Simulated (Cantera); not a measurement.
Charge: 1 mol B2O3, 3.9 mol H2, at 170 Pa.

Equilibrium computed with Cantera from the NASA thermochemical tables; the gas is ideal and each condensed phase is pure. Candidate condensed phases: B, B2O3, B3O3H3, H2O; 23 gas species. The numbers say what is thermodynamically allowed, not how fast it happens.

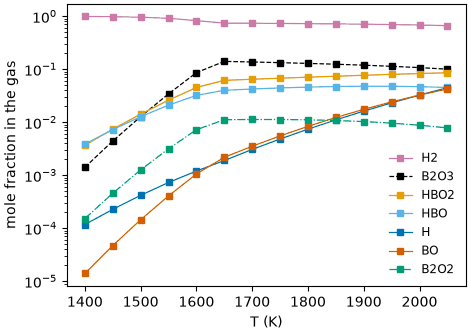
Figure: Equilibrium gas composition (values under 1e-9 drawn at 1e-9)

From 1400 K to 1600 K the condensed part is B2O3(l). From 1650 K to 2050 K nothing is condensed. The main B-bearing gas is HBO at 1400 K and B2O3 at 2050 K.
